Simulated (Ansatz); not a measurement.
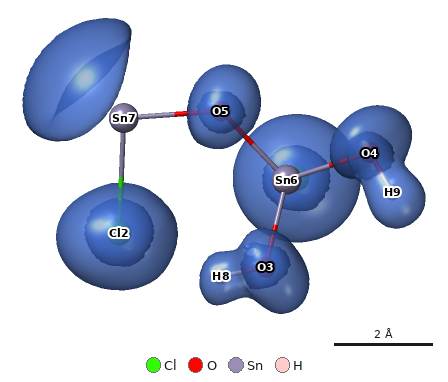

Cl₂H₂O₃Sn₂ (SMILES [OH][Sn]([OH])([Cl])[O][Sn][Cl]). Isosurface of the ELF at 0.75 (blue), seen across its widest extent. Only the valence region is drawn (cores and ρ < 0.01 e/Å³ removed).

Geometry: PBE-D3(BJ)/def2-SVP; core potentials replace the inner electrons of Sn.

These are results of Ansatz, isolated molecule in a Gaussian basis; Kohn-Sham density functional theory, functional PBE0, not measurements.

```csv
atom,x (Å),y (Å),z (Å)
Cl,0.5102,1.9066,0.0473
Cl,-0.2704,-1.5775,-2.3485
O,1.6578,-1.5361,0.3023
O,0.5288,-0.1795,2.9567
O,-1.5952,-0.8222,0.6523
Sn,0.2960,-0.2534,0.9820
Sn,-2.3689,-1.5451,-1.0513
H,1.4126,-1.7033,-0.6367
H,1.4409,-0.4738,3.1563
```

Q: What do the ELF domains correspond to?

A: The ELF exceeds this value in one lobe on Sn, pointing away from the bonds (lone pairs), two regions wrapped around Cl (the valence shell of each), one region wrapped around O (its valence shell) and two joined regions spread over several atoms (H, O), in which their bonds and any lone pairs are merged.

Values along the shortest contacts:
Sn–O (1.99 Å): the ELF peaks at about 0.85 in the valence shell of O, 0.6 Å from its nucleus, and drops to about 0.15 between the two atoms. Sn–Cl (2.36 Å): the ELF peaks at about 0.85 in the valence shell of Cl, 0.9 Å from its nucleus, and drops to about 0.15 between the two atoms.
